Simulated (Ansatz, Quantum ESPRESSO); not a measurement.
# antimonene, 1 layer: the energy at a withheld member of a series

**Set-up.** Quantum ESPRESSO 7.5, PBE, GBRV ultrasoft. Cell and atoms are first relaxed; each strained cell is then held and the atoms relax in it. A periodic run with 15 Å of vacuum in the starting cell gives the vacuum levels, and bands follow along a path. The series steps biaxial strain. Energies count from the lowest.

```
biaxial strain  energy (eV)
          -4 %       0.0653
          -3 %       0.0366
          -2 %       0.0165
          -1 %       0.0044
           0 %       0.0000
           1 %       0.0026
           2 %       0.0120
           3 %       0.0276
```

To predict: What is the energy at 4 %?

**Worked estimate.** The rows at 2 % and 3 % give a slope of (0.0276 − (0.0120))/(3 − (2)) = 0.0156, so a straight line gives 0.0432 eV. A parabola through these and the row at 1 % gives 0.0494 eV.

What the calculation gave: 0.0493 eV. The line misses by −0.0061 and the parabola by +0.0001 eV. The parabola does better.

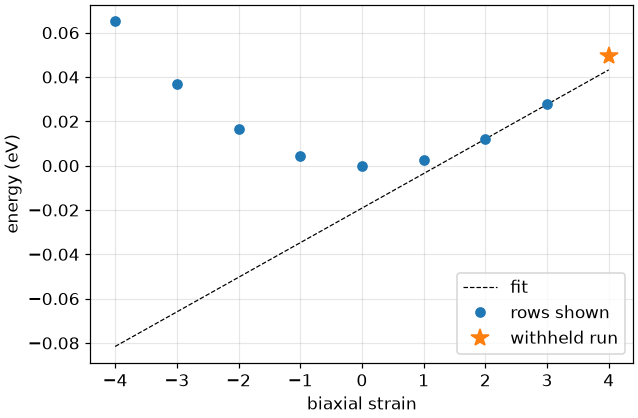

The rows shown, the fit and the withheld run.

Caveats: Semilocal gaps are too small; the 1×1 cell can't ripple over many cells under compression as a free sheet would. No spin-orbit coupling.

[Logs are printed without paths, hosts, clocks, repeated set-up lines and the standing remarks that a program may print on its own settings, such as how far it seeks lower states.]
